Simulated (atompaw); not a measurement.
```json
{
  "Element": "W (Z = 74)",
  "Generator": "atompaw 4.2.0.5",
  "Type": "PAW",
  "Functional": "PBE",
  "Relativity": "scalar-relativistic",
  "Frozen core": "[Xe] 4f14",
  "Valence charge": "6",
  "Reference configuration": "5d4 6s1.75 6p0 (charge +0.25)",
  "Partial waves": "6s (bound): rc 3.00 bohr; 6s channel at 0.85 Ry: rc 3.00 bohr; 6p (bound, empty): rc 2.95 bohr; 6p channel at 1.05 Ry: rc 2.95 bohr; 5d (bound): rc 3.00 bohr; 5d channel at 2.45 Ry: rc 2.20 bohr",
  "Local potential": "ultrasoft scheme with l = 3 at -0.5 Ry, radius 2.50 bohr",
  "Core correction": "smooth core density matched at 2.55 bohr",
  "Augmentation charge": "besselshape compensation charge, radius 2.45 bohr; PAW radius 3.00 bohr; waves and projectors: custom rrkj gramschmidtortho"
}
```

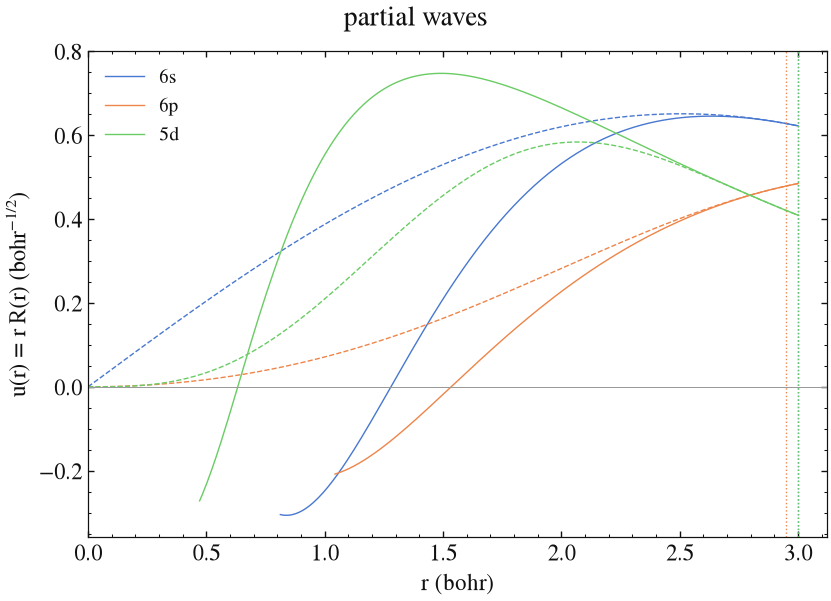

All-electron valence functions (solid) with their pseudo partners (dashed). Dotted lines mark the matching radii. The all-electron curves start outside the innermost oscillations, which aren't drawn.

Pseudo-waves: 6s has no node; 6p has no node; 5d has no node.

* Cutoffs needed: 10 Ry and 12 Ry (the cutoffs, on a coarse ladder, from which the occupation-weighted sum of valence levels, in a spherical-Bessel basis at the reference potential, stays within 10 and 1 mRy of its value at 400 Ry)
* Ghost test: no ghost state below the valence levels in the s, p, d, f channels (spherical-Bessel basis up to 400 Ry, 20 bohr box)
* Lowest eigenvalue of the overlap operator: 0.085 (d channel)
* Overlap eigenvalues printed by atompaw (projector basis): 0.000197, 0.102, 0.314, 0.992, 4.73, 7.35
* Share of each valence orbital outside the PAW sphere: 6s 49 %, 6p 81 %, 5d 14 %
